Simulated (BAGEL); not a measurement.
# CH4S2 (methyl hydrodisulfide) at 4 levels

Wanted: a comparison of 4 runs (B3LYP/6-31G*, B3LYP/aug-cc-pVDZ, PBE0/aug-cc-pVDZ, RI-MP2/aug-cc-pVDZ) of CH4S2 (methyl hydrodisulfide). 

The results are computed with BAGEL 1.2.2.

**1. The system as given**

CH4S2 has 7 atoms, charge 0, and is taken as a singlet. As SMILES, `CSS`. The shape is that of a PBE0-D4/def2-TZVP optimisation. This is one conformer, not always the lowest.

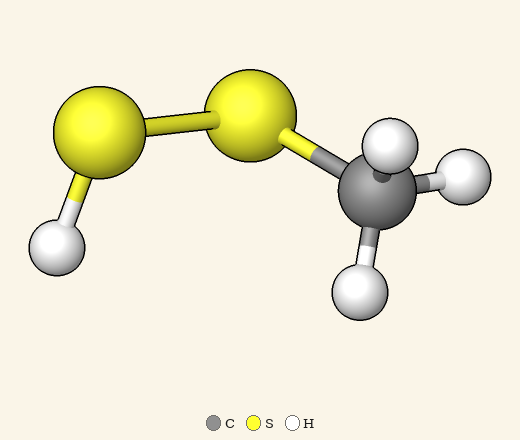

Viewed from a chosen angle; carbon grey, sulfur yellow, hydrogen white.

**2. A single-point energy at B3LYP/6-31G(d) (density fitting with qzvpp-jkfit, spherical functions) (run 1)**

input.json reads:

```json
{ "bagel" : [

{
  "title" : "molecule",
  "basis" : "6-31gs.json",
  "df_basis" : "qzvpp-jkfit",
  "angstrom" : true,
  "geometry" : [
    { "atom" : "C", "xyz" : [   -0.757700,    0.531000,   -0.254500 ] },
    { "atom" : "S", "xyz" : [    0.410700,    0.313400,    1.100600 ] },
    { "atom" : "S", "xyz" : [    1.938900,   -0.712100,    0.227800 ] },
    { "atom" : "H", "xyz" : [   -1.170500,   -0.425600,   -0.574100 ] },
    { "atom" : "H", "xyz" : [   -0.285300,    1.039300,   -1.094100 ] },
    { "atom" : "H", "xyz" : [   -1.562500,    1.156200,    0.139800 ] },
    { "atom" : "H", "xyz" : [    1.487600,   -1.970200,    0.408600 ] }
  ]
},
{
  "title" : "ks",
  "xc_func" : "b3lyp"
},
{
  "title" : "print",
  "file" : "orbitals.molden",
  "orbitals" : true
}

]}
```

The basis set 6-31G* is read from a file made from the Basis Set Exchange's data (not shown).

Launch:

```bash
$ BAGEL_NUM_THREADS=1 BAGEL input.json > input.out
```

Log:

```text
* using 1 threads per process

  ===============================================================
  ===============================================================

  *** Geometry ***

[... 20 lines left out ...]
    * Removing 11857 points whose weight is below 1.00e-10
[... 2 lines left out ...]
  === Nuclear Repulsion ===
   150.1456124307

       - DIIS with orbital gradients will be used.

  === KS iteration (b3lyp / 6-31gs.json) ===
      0       -807.76523763          0.14208186           0.36
      1       -788.73226169          0.17750712           0.53
      2       -797.72778105          0.20156377           0.31
[... 14 lines of this table left out ...]
     17       -836.88206384          0.00000000           0.31
    * SCF iteration converged.

    * Permanent dipole moment:
           (    0.610920,     0.261807,     0.415883) a.u.

    * METHOD: KS                                   6.52

    * METHOD: PRINT                                0.01

  ===============================================================
```

It took 7.2 s on 1 thread of Intel Xeon Platinum 8259CL at 2.50GHz (Skylake/Cascade Lake), shared host; peak memory 0.3 GiB.

**3. A single-point energy at B3LYP/aug-cc-pVDZ (density fitting with qzvpp-jkfit) (run 2)**

input.json, as its differences from that of step 2:

```diff
@@ -4,5 +4,5 @@
   "title" : "molecule",
-  "basis" : "6-31gs.json",
+  "basis" : "aug-cc-pvdz.json",
   "df_basis" : "qzvpp-jkfit",
-  "angstrom" : true,
+  "angstrom" : "true",
   "geometry" : [
@@ -24,3 +24,3 @@
   "file" : "orbitals.molden",
-  "orbitals" : true
+  "orbitals" : "true"
 }
```

The basis set aug-cc-pVDZ is read from a file made from the Basis Set Exchange's data (not shown).

Launch:

```bash
$ BAGEL_NUM_THREADS=1 BAGEL input.json > input.out
```

Log:

```text
* using 1 threads per process

  ===============================================================
  ===============================================================

  *** Geometry ***

[... 20 lines left out ...]
    * Removing 11857 points whose weight is below 1.00e-10
[... 2 lines left out ...]
  === Nuclear Repulsion ===
   150.1456124307

       - DIIS with orbital gradients will be used.

  === KS iteration (b3lyp / aug-cc-pvdz.json) ===
      0       -810.21239323          0.08908159           0.99
      1       -790.82679078          0.13951185           0.59
      2       -806.62568360          0.10591608           0.68
[... 15 lines of this table left out ...]
     18       -836.94120010          0.00000001           0.56
    * SCF iteration converged.

    * Permanent dipole moment:
           (    0.558891,     0.176567,     0.376503) a.u.

    * METHOD: KS                                  12.52

    * METHOD: PRINT                                0.03

  ===============================================================
```

Run time: 14 s. Hardware: 1 thread of Intel Xeon Platinum 8259CL at 2.50GHz (Skylake/Cascade Lake), shared host; peak memory 0.49 GiB.

**4. A single-point energy at PBE0/aug-cc-pVDZ (density fitting with qzvpp-jkfit) (run 3)**

dft.json reads:

```json
{ "bagel" : [

{
  "title" : "molecule",
  "basis" : "aug-cc-pvdz.json",
  "df_basis" : "qzvpp-jkfit",
  "angstrom" : true,
  "geometry" : [
    { "atom" : "C", "xyz" : [   -0.757700,    0.531000,   -0.254500 ] },
    { "atom" : "S", "xyz" : [    0.410700,    0.313400,    1.100600 ] },
    { "atom" : "S", "xyz" : [    1.938900,   -0.712100,    0.227800 ] },
    { "atom" : "H", "xyz" : [   -1.170500,   -0.425600,   -0.574100 ] },
    { "atom" : "H", "xyz" : [   -0.285300,    1.039300,   -1.094100 ] },
    { "atom" : "H", "xyz" : [   -1.562500,    1.156200,    0.139800 ] },
    { "atom" : "H", "xyz" : [    1.487600,   -1.970200,    0.408600 ] }
  ]
},
{ "title" : "ks", "xc_func" : "pbe0" },
{ "title" : "print", "file" : "orbitals.molden", "orbitals" : true }

]}
```

The basis set aug-cc-pVDZ is read from a file made from the Basis Set Exchange's data (not shown).

Launch:

```bash
$ BAGEL_NUM_THREADS=1 BAGEL dft.json > dft.out
```

Log:

```text
* using 1 threads per process

  ===============================================================
  ===============================================================

  *** Geometry ***

[... 20 lines left out ...]
    * Removing 11857 points whose weight is below 1.00e-10
[... 2 lines left out ...]
  === Nuclear Repulsion ===
   150.1456124307

       - DIIS with orbital gradients will be used.

  === KS iteration (pbe0 / aug-cc-pvdz.json) ===
      0       -809.90272791          0.08895673           0.95
      1       -791.07226466          0.13814046           0.57
      2       -806.69224260          0.10568343           0.64
[... 15 lines of this table left out ...]
     18       -836.57941621          0.00000001           0.53
    * SCF iteration converged.

    * Permanent dipole moment:
           (    0.576077,     0.188516,     0.389841) a.u.

    * METHOD: KS                                  12.18

    * METHOD: PRINT                                0.03

  ===============================================================
```

Wall time 13 s (1 thread of Intel Xeon Platinum 8259CL at 2.50GHz (Skylake/Cascade Lake), shared host); peak memory 0.49 GiB.

**5. The energy at RI-MP2/aug-cc-pVDZ (density fitting with qzvpp-jkfit) (run 4)**

job.json reads:

```json
{ "bagel": [

{
  "title": "molecule",
  "basis": "aug-cc-pvdz.json",
  "df_basis": "qzvpp-jkfit",
  "angstrom": "true",
  "geometry": [
    { "atom": "C", "xyz": [      -0.757700,       0.531000,      -0.254500 ] },
    { "atom": "S", "xyz": [       0.410700,       0.313400,       1.100600 ] },
    { "atom": "S", "xyz": [       1.938900,      -0.712100,       0.227800 ] },
    { "atom": "H", "xyz": [      -1.170500,      -0.425600,      -0.574100 ] },
    { "atom": "H", "xyz": [      -0.285300,       1.039300,      -1.094100 ] },
    { "atom": "H", "xyz": [      -1.562500,       1.156200,       0.139800 ] },
    { "atom": "H", "xyz": [       1.487600,      -1.970200,       0.408600 ] }
  ]
},

{
  "title": "hf",
  "charge": 0
},

{
  "title": "mp2",
  "charge": 0,
  "ncore": 11
}

]}
```

The basis set aug-cc-pVDZ is read from a file made from the Basis Set Exchange's data (not shown).

Launch:

```bash
$ BAGEL_NUM_THREADS=1 BAGEL job.json > job.out
```

Log:

```text
* using 1 threads per process

  ===============================================================
  ===============================================================

  *** Geometry ***

[... 31 lines left out ...]
    * SCF iteration converged.
[... 1 line left out ...]
    * Permanent dipole moment:
[... 2 lines left out ...]
    * METHOD: HF                                   1.73

  *** RHF ***

  === Nuclear Repulsion ===
   150.1456124307

      * DIIS with orbital gradients will be used.

  === RHF iteration (aug-cc-pvdz.json) ===
      0       -835.26587279          0.00000000           0.10
    * SCF iteration converged.

    * Permanent dipole moment:
           (    0.610433,     0.208423,     0.417951) a.u.

  === DF-MP2 calculation ===

    * freezing 11 orbitals
    * 3-index integral transformation done
    * assembly done

      MP2 correlation energy:   -0.4374006757      0.05

      MP2 total energy:       -835.7032734637

    * METHOD: MP2                                  0.28

  ===============================================================
```

It took 2.7 s on 1 thread of Intel Xeon Platinum 8259CL at 2.50GHz (Skylake/Cascade Lake), shared host; peak memory 0.14 GiB.

**6. Overview of the runs**

```tsv
run	level	frozen core orbitals	energy (Eh)	dipole moment (D)	HOMO energy (eV)	LUMO energy (eV)	wall time
1	B3LYP/6-31G* (density fitting with qzvpp-jkfit, spherical functions)	–	-836.882064	1.99	-6.65	-0.66	7.2 s
2	B3LYP/aug-cc-pVDZ (density fitting with qzvpp-jkfit)	–	-836.941200	1.77	-6.74	-0.95	14 s
3	PBE0/aug-cc-pVDZ (density fitting with qzvpp-jkfit)	–	-836.579416	1.83	-6.96	-0.71	13 s
4	RI-MP2/aug-cc-pVDZ (density fitting with qzvpp-jkfit)	11	-835.703273	–	–	–	2.7 s
```

**7. What came out**

| quantity | value |
| --- | --- |
| run 4: total energy | -835.70327 Eh |
| run 4: correlation energy (11 core orbitals frozen) | -437.4 mEh |

Over runs 1, 2, 3 the dipole moment (its size) runs from 1.77 D (B3LYP/aug-cc-pVDZ) to 1.99 D (B3LYP/6-31G*). Over runs 1, 2, 3 the HOMO–LUMO gap runs from 5.79 eV (B3LYP/aug-cc-pVDZ) to 6.25 eV (PBE0/aug-cc-pVDZ). Totals of different functionals can't be ranked against each other. All runs together took 37 s, the longest 14 s.
